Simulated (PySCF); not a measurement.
Al₂Cl₂F₄, singlet at its CAM-B3LYP/def2-SVP optimised geometry (Å):

```
8

Al    -0.3776    -0.6185     0.0000
Al    -1.8832     1.1700    -2.1059
Cl    -1.1310     1.5145     0.0000
F     -1.2660    -1.5145     1.0532
F      1.2660    -0.6185     0.0000
Cl    -1.1313    -0.9634    -2.1052
F     -3.5268     1.1712    -2.1073
F     -0.9932     2.0654    -3.1583
```

Computed with PySCF with CAM-B3LYP/def2-TZVP. Cells within 0.4 Å of a nucleus heavier than hydrogen are left out (blank, or x).

Map of the electrostatic potential (hartree/e), clipped to [-0.08, 0.12] on the plane z = 1.0 Å:

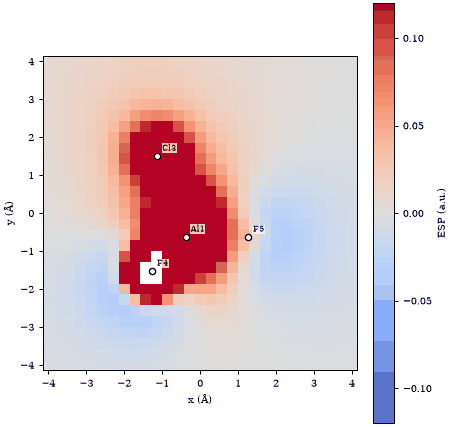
*Electrostatic potential (hartree/e), clipped to [-0.08, 0.12] on the plane z = 1.0 Å.*
